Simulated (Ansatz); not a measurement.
RbNaP3

Input file:

```
crystal:
  lattice:
    - [3.6442148669, 2.1039884344, 2.9314311419]
    - [-3.6442148669, 2.1039884344, 2.9314311419]
    - [0.0, -4.2079768688, 2.9314311419]
  atoms:
    - { symbol: Rb, position: [0.5, 0.5, 0.5] }
    - { symbol: Na, position: [0.0, 0.0, 0.0] }
    - { symbol: P, position: [0.0, 0.5, 0.0] }
    - { symbol: P, position: [0.5, 0.0, 0.0] }
    - { symbol: P, position: [0.0, 0.0, 0.5] }
basis:
  ecutwfc: 420
kpoints:
  mp_grid: { grid: [6, 6, 6] }
hamiltonian:
  xc: pbe
scf:
  occupations: { method: gaussian, width: 0.1 }
output:
  forces: true
  stress: true
  eigenvalues: true
  write_density: true
  write_potential: true
  elf: true
  volumetric_format: npy
relax:
  adjacent_minimum: "off"
  f_tol: 0.01
  max_steps: 80
  cell: { stress_tol: 0.05 }
```

Run with:

```sh
ansatz run input.yaml --threads 1 --pin off --max-ram 2560MiB --backend cpu --events-out ev --progress --plain --runs-dir out
```

Below, planes, directions and counts refer to the conventional cell (a = 8.52 Å, b = 8.52 Å, c = 6.37 Å, α = 90.00°, β = 90.00°, γ = 120.00°).

The fields are those of the run's last geometry, not of the input's.

Space group R-3m; started from the rhombohedral perovskite_167 prototype, which need not be the ambient phase; computed without spin polarisation.

Method: Ansatz, DFT PBE, scalar-relativistic, plane waves, PAW.

Question: What can the converged valence pseudo-density and electron localisation function tell about the bonding?

Answer: Na–P (2.68 Å): ρ at the midpoint is about 0.19 e/Å³; the ELF peaks at about 0.90 in the valence shell of P, 0.8 Å from its nucleus, and is about 0.45 at the midpoint.
Rb–P (3.25 Å): ρ is about 0.11 e/Å³ halfway; the ELF peaks at about 0.90 in the valence shell of P, 0.9 Å from its nucleus, and drops to about 0.10 between the two atoms (no localised pair shows between them).

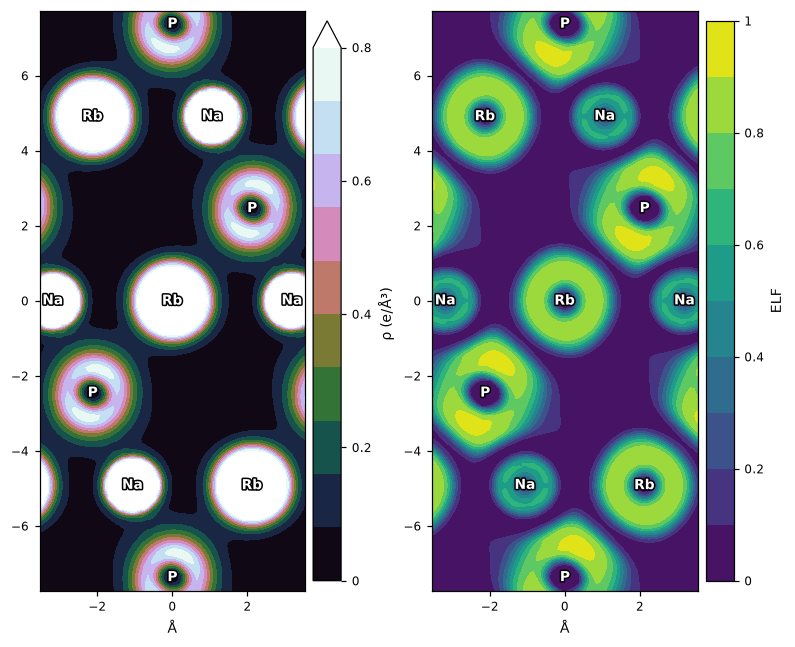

Computed valence pseudo-density and electron localisation function on the (110) plane of the conventional cell, in this order. 

The density is the valence pseudo-density of a PAW calculation; it isn't the true density close to the nuclei.
